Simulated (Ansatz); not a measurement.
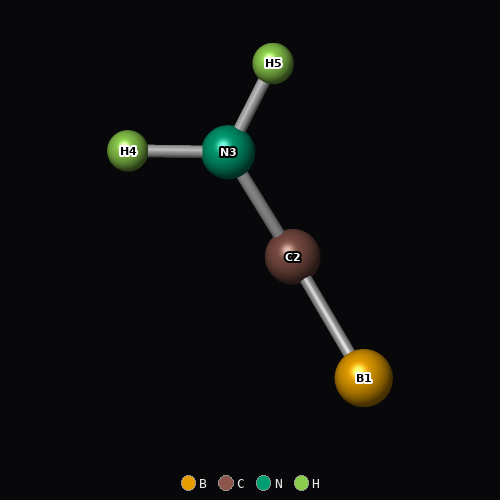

The system is CH₂BN (SMILES B#CN) with the probe H2; the picture shows it without the atoms that are moved over the map. 
- The probe is moved over a plane parallel to the molecule's main plane, 3.36 Å above it.
- The first coordinate is: x of the probe's H atom; the second: y of the probe's H atom.
- Nothing is relaxed (molecule and probe rigid, the probe upright with H nearest the plane).
- Grid: 13 × 13 points.
- Points are written as (first, second).
- All energies are given in kJ/mol relative to the lowest grid point.
- Method: RKS PBE0-D4/def2-TZVPD (Ansatz).

Range: x of the probe's H atom from −3.0 to 3.0 Å; y of the probe's H atom from −3.0 to 3.0 Å.

> What will the energy surface look like?

The lowest grid point is at (1.0 Å, 0.0 Å). It is the only kind of minimum in the scanned range. The highest grid point, (−2.5 Å, −0.5 Å), lies 2.96 kJ/mol above the lowest. Near the minimum the curvatures are about 0.0054 and 0.013 eV/Å² along the soft and the stiff direction.

| y of the probe's H atom ↓, x of the probe's H atom → | −3.0 | −2.5 | −2.0 | −1.5 | −1.0 | −0.5 | 0.0 | 0.5 | 1.0 | 1.5 | 2.0 | 2.5 | 3.0 |
| --- | --- | --- | --- | --- | --- | --- | --- | --- | --- | --- | --- | --- | --- |
| 3.0 | 2.83 | 2.77 | 2.70 | 2.62 | 2.55 | 2.48 | 2.45 | 2.44 | 2.47 | 2.52 | 2.57 | 2.63 | 2.69 |
| 2.5 | 2.77 | 2.68 | 2.58 | 2.45 | 2.31 | 2.20 | 2.13 | 2.12 | 2.16 | 2.23 | 2.32 | 2.41 | 2.50 |
| 2.0 | 2.71 | 2.60 | 2.45 | 2.25 | 2.03 | 1.84 | 1.71 | 1.68 | 1.74 | 1.85 | 1.98 | 2.11 | 2.25 |
| 1.5 | 2.68 | 2.56 | 2.38 | 2.10 | 1.76 | 1.44 | 1.22 | 1.16 | 1.23 | 1.38 | 1.55 | 1.73 | 1.93 |
| 1.0 | 2.71 | 2.62 | 2.44 | 2.08 | 1.59 | 1.09 | 0.74 | 0.62 | 0.70 | 0.87 | 1.08 | 1.31 | 1.58 |
| 0.5 | 2.80 | 2.78 | 2.62 | 2.21 | 1.56 | 0.89 | 0.40 | 0.20 | 0.25 | 0.41 | 0.64 | 0.92 | 1.26 |
| 0.0 | 2.88 | 2.93 | 2.81 | 2.38 | 1.65 | 0.87 | 0.29 | 0.02 | 0.00 | 0.12 | 0.33 | 0.64 | 1.03 |
| −0.5 | 2.90 | 2.96 | 2.86 | 2.46 | 1.76 | 1.01 | 0.43 | 0.12 | 0.03 | 0.09 | 0.26 | 0.56 | 0.96 |
| −1.0 | 2.86 | 2.88 | 2.76 | 2.42 | 1.86 | 1.25 | 0.77 | 0.46 | 0.32 | 0.31 | 0.44 | 0.70 | 1.07 |
| −1.5 | 2.81 | 2.77 | 2.64 | 2.37 | 1.98 | 1.56 | 1.19 | 0.93 | 0.78 | 0.74 | 0.82 | 1.02 | 1.34 |
| −2.0 | 2.79 | 2.72 | 2.61 | 2.42 | 2.16 | 1.89 | 1.63 | 1.43 | 1.29 | 1.23 | 1.28 | 1.44 | 1.67 |
| −2.5 | 2.81 | 2.75 | 2.65 | 2.53 | 2.37 | 2.20 | 2.02 | 1.87 | 1.77 | 1.72 | 1.74 | 1.85 | 2.02 |
| −3.0 | 2.85 | 2.80 | 2.74 | 2.66 | 2.56 | 2.45 | 2.34 | 2.24 | 2.16 | 2.12 | 2.14 | 2.21 | 2.32 |

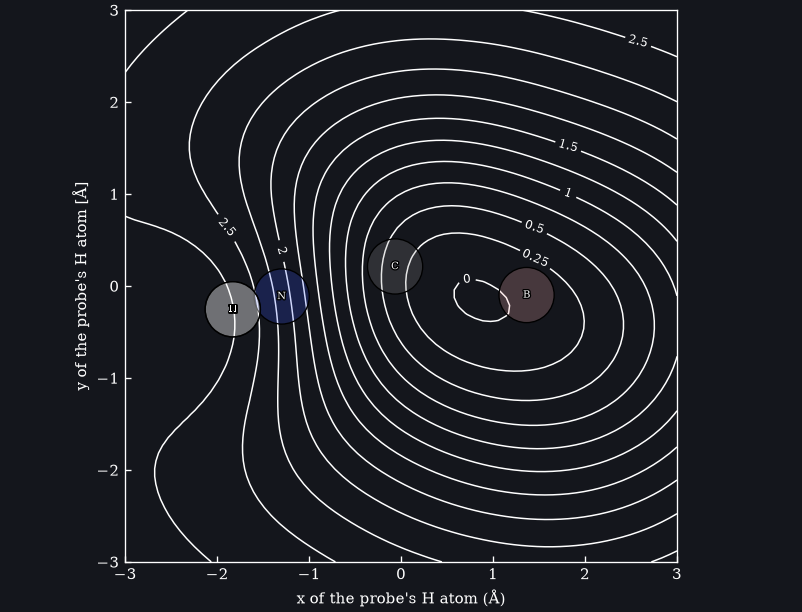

The picture shows contour lines labelled in kJ/mol, labelled circles for the molecule's atoms, projected on the plane. Between grid points the surface is interpolated.

Each point was launched as `ansatz run input.yaml --threads 1 --pin off --max-ram 2560MiB --backend cpu --events-out ev --progress --plain --runs-dir out`. Time for the 169 points that were run: 10 min on 1 thread of Arm Neoverse V1, on a shared host.
